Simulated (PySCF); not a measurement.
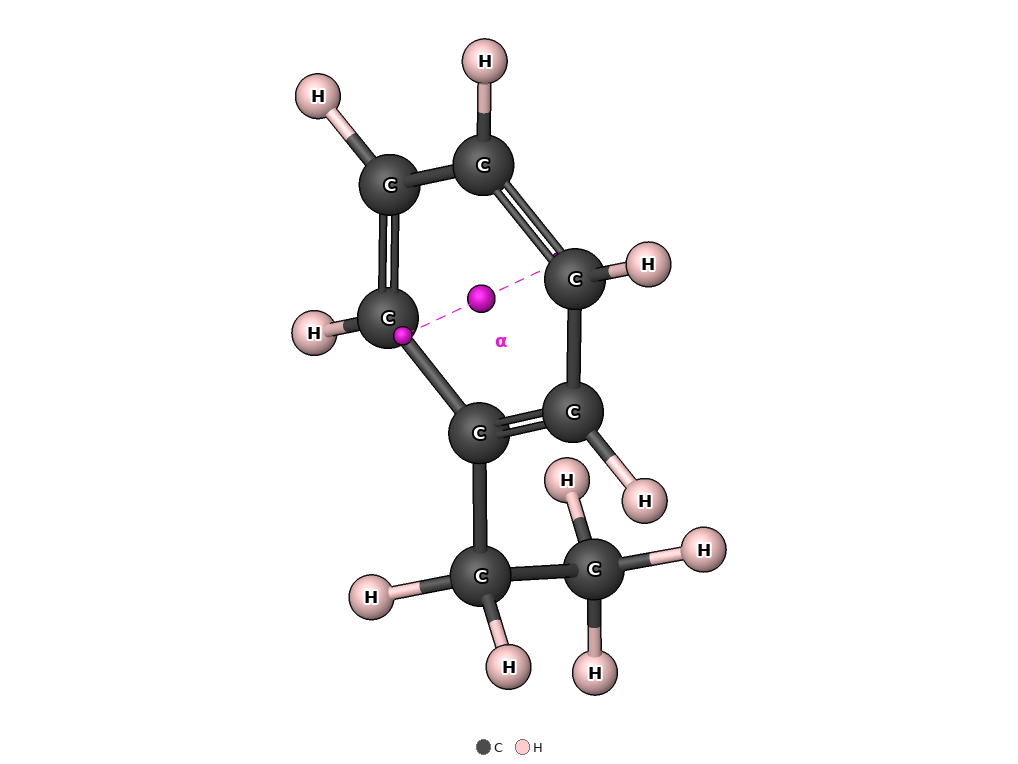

The small points mark where nucleus-independent chemical shifts (NICS) were computed: at the centre of each lettered ring and 1 Å above and below it. The geometry was computed by an optimisation with GFN2-xTB. No frequency run is at hand to confirm it as a minimum. Level of theory: GIAO PBE0/pcSseg-1 NMR shielding, non-relativistic, gas phase (PySCF 2.14.0).

Give NICS(0), NICS(1) and the out-of-plane component NICS(1)zz for each ring (means of the two sides).

```json
{"ring": "α", "members": "C6", "NICS(0)": "−8.7", "NICS(1)": "−11.4", "NICS(1)zz": "−28.8"}
```

Values in ppm.

What do the values say about the ring currents?

Answer. Ring α: diatropic, as in an aromatic ring. NICS is one index among several.
